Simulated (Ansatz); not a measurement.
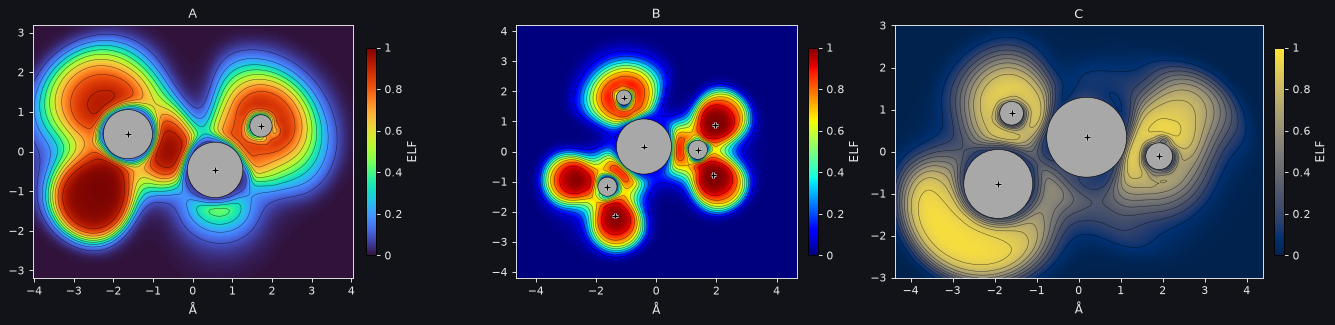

The electron localisation function of 3 systems, each on a plane through atoms (crosses mark nuclei in the plane; grey discs cover the cores).

All numbers below come from Ansatz 0.2.0, isolated molecule in a Gaussian basis; Kohn-Sham density functional theory, functional PBE0.

System 1: FGaH4N2 (SMILES [NH2][Ga]([NH2])[F]), the plane of atoms F1, Ga2 and N3. Geometry: r2SCAN-D4/def2-SVP.

```xyz
8

F     1.4790    0.1774    3.7146
Ga    0.7579    0.3610    2.1222
N     1.3473   -0.7914    0.8654
N    -0.6111    1.5317    2.0201
H     1.1813   -0.6454   -0.1240
H     2.2117   -1.2993    1.0207
H    -0.7449    2.2084    2.7641
H    -0.9544    1.8880    1.1353
```

System 2: H4OPSi (charge −1), the plane of atoms O1, Si3 and P2. Geometry: BLYP-D3(BJ)/def2-SVPD.

```xyz
7

O    -0.0374   -1.9666   -1.9580
P    -0.4481    1.1649   -0.8049
Si   -1.0490   -1.1216   -1.0450
H    -2.5158   -1.0613   -1.4902
H    -1.1636   -1.4892    0.4432
H    -1.7120    1.5835   -0.2349
H    -0.8508    1.5566   -2.1345
```

System 3: CuGeH2NO, the plane of atoms Cu1, Ge2 and O4. Geometry: r2SCAN-D4/def2-SVP.

```tsv
atom	x (Å)	y (Å)	z (Å)
Cu	-0.4300	-2.2359	0.3291
Ge	0.5734	-0.5791	1.7082
N	-1.5054	-2.2890	-1.0926
O	0.7024	-2.2806	1.8234
H	-1.1603	-1.9070	-1.9751
H	-2.4600	-1.9395	-0.9903
```

Q: Which map belongs to which system?

A: Panel A is system 2, H4OPSi: the plane holds O, P and Si. Si–O (1.60 Å): the ELF peaks at about 0.80 between the atoms, as expected for a polar covalent bond. Panel B is system 1, FGaH4N2: the plane holds F, Ga, N and H. Ga–F (1.76 Å): the ELF peaks at about 0.80 in the valence shell of F, 0.5 Å from its nucleus, and is about 0.20 at the midpoint. Panel C is system 3, CuGeH2NO: the plane holds Cu, Ge, N and O. Ge–O (1.71 Å): the ELF peaks at about 0.80 in the valence shell of O, 0.6 Å from its nucleus, and is about 0.25 at the midpoint.
